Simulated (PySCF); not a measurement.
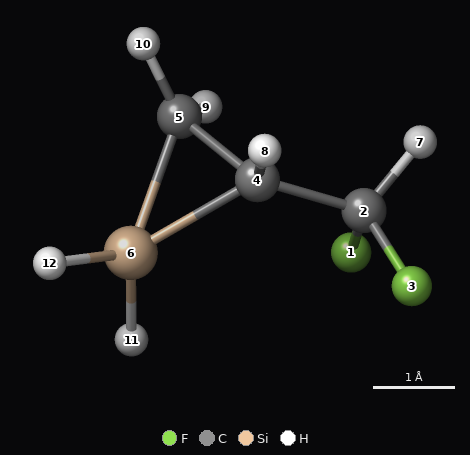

The structure as given in the input (ball-and-stick view, seen on its broad side; atoms are numbered from 1 in the order of the input). Bond lengths as drawn: C–C 1.49 to 1.54 Å, C–F 1.35 to 1.36 Å, C–H 1.09 to 1.11 Å, C–Si 1.86 to 1.87 Å and H–Si 1.48 Å.

Run report: C$_{3}$H$_{6}$F$_{2}$Si, core-level calculation

- system: C$_{3}$H$_{6}$F$_{2}$Si
- method: delta-SCF UKS SCAN, pcX-1 on the ionised atom, pcseg-1 elsewhere, spin-free X2C (PySCF 2.14.0)

Figures and captions count atoms from 1; the log counts them from 0 in places.

### The program's output
```
ground state, core basis on atom 0 (F), 128 functions
  cycle   1  E = -607.54395481  |g| = 7.58e-01
  cycle   2  E = -607.36794781  |g| = 1.22e+00
  cycle   3  E = -607.64704872  |g| = 6.48e-02
  cycle   4  E = -607.64778631  |g| = 4.29e-02
  cycle   5  E = -607.64809256  |g| = 1.04e-02
  cycle   6  E = -607.64810763  |g| = 2.80e-03
  cycle   7  E = -607.64811316  |g| = 1.30e-03
  cycle   8  E = -607.64811213  |g| = 2.05e-04
  E(ground) = -607.68048132 Eh
hole in F 1s of atom 0
  cycle   1  E = -581.29594844  |g| = 2.57e+00
  cycle   2  E = -580.64779349  |g| = 2.35e+00
[... 7 cycles left out ...]
  E(ion) = -582.20854353 Eh   <S^2> = 0.7566   hole on atom = 1.000   binding energy = 693.127 eV
ground state, core basis on atom 1 (C), 128 functions
[... 6 cycles left out ...]
  E(ground) = -607.67858123 Eh
hole in C 1s of atom 1
[... 11 cycles left out ...]
  E(ion) = -596.82114272 Eh   <S^2> = 0.7716   hole on atom = 1.000   binding energy = 295.446 eV
ground state, core basis on atom 2 (F), 128 functions
[... 6 cycles left out ...]
  E(ground) = -607.67991415 Eh
hole in F 1s of atom 2
[... 11 cycles left out ...]
  E(ion) = -582.21102534 Eh   <S^2> = 0.7569   hole on atom = 1.000   binding energy = 693.044 eV
ground state, core basis on atom 3 (C), 128 functions
[... 6 cycles left out ...]
  E(ground) = -607.68169056 Eh
hole in C 1s of atom 3
[... 11 cycles left out ...]
  E(ion) = -597.00218551 Eh   <S^2> = 0.7719   hole on atom = 1.000   binding energy = 290.604 eV
ground state, core basis on atom 4 (C), 128 functions
[... 6 cycles left out ...]
  E(ground) = -607.68048503 Eh
hole in C 1s of atom 4
[... 10 cycles left out ...]
  E(ion) = -597.00664846 Eh   <S^2> = 0.7709   hole on atom = 1.000   binding energy = 290.450 eV
ground state, core basis on atom 5 (Si), 140 functions
[... 6 cycles left out ...]
  E(ground) = -607.73670183 Eh
hole in Si 1s of atom 5
[... 9 cycles left out ...]
  cycle  10  E = -539.87647109  |g| = 3.89e-04
  E(ion) = -539.87361253 Eh   <S^2> = 0.7528   hole on atom = 1.000   binding energy = 1846.649 eV
hole in Si 2p of atom 5
  cycle   1  E = -603.47031755  |g| = 1.23e+00
  cycle   2  E = -603.32835692  |g| = 1.09e+00
  cycle   3  E = -603.73177737  |g| = 3.03e-01
  cycle   4  E = -603.78216121  |g| = 1.43e-01
  cycle   5  E = -603.79252531  |g| = 5.53e-02
  cycle   6  E = -603.79393209  |g| = 1.29e-02
  cycle   7  E = -603.79397960  |g| = 4.90e-03
  cycle   8  E = -603.79398871  |g| = 1.35e-03
  cycle   9  E = -603.79398932  |g| = 3.61e-04
  E(ion) = -603.79435370 Eh   <S^2> = 0.7515   hole on atom = 1.002   binding energy = 107.277 eV
  2p3/2 = 107.039 eV   2p1/2 = 107.660 eV
```

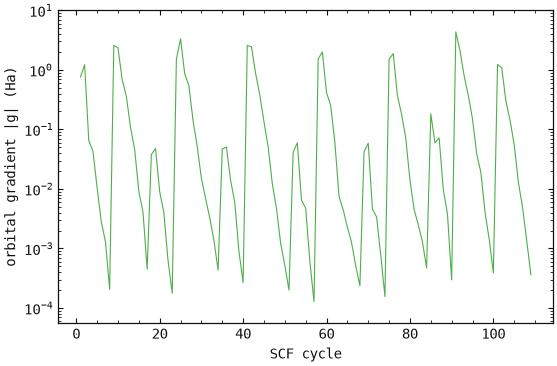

Convergence of the self-consistent field: orbital gradient |g| against the SCF cycle. All cycles printed in the log are drawn one after another.

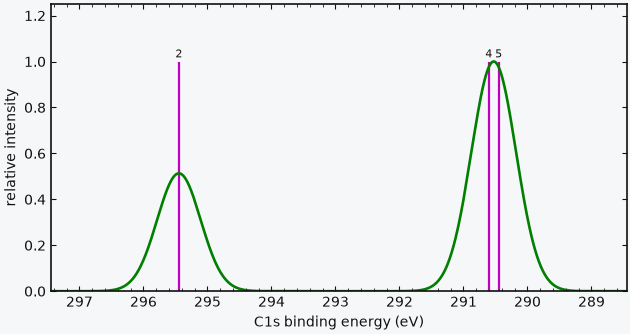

C1s binding energies by ΔSCF of the atoms computed, labelled by atom number, with a Gaussian envelope of 0.8 eV full width. They run from 290.45 eV (atom 5) to 295.45 eV (atom 2).

This output came from the following input.

### Input file
```
{"job": {"kind": "xps", "basis": "pcX-1"}, "charge": 0, "multiplicity": 1}
F     -1.168566    -0.647517     1.483033
C     -1.482882    -0.259275     0.217887
F     -2.096213    -1.298020    -0.390157
C     -0.245428     0.130914    -0.522702
C      0.762242     1.046704     0.188608
Si     1.416337    -0.656128    -0.183903
H     -2.218572     0.562570     0.304552
H     -0.459755     0.384270    -1.567622
H      0.536649     1.253984     1.241250
H      1.112479     1.929160    -0.356192
H      1.571053    -1.630165     0.919684
H      2.316005    -0.843443    -1.347799
```

The first line tells a small driver script what to run in PySCF; the rest is the geometry in Å.

Run as:
```bash
OMP_NUM_THREADS=1 python <driver script> task.json out
```

### Key numbers

- outcome: converged
- hardware: 1 CPU thread, shared host
- wall time: 41 s
- peak memory: 0.52 GiB
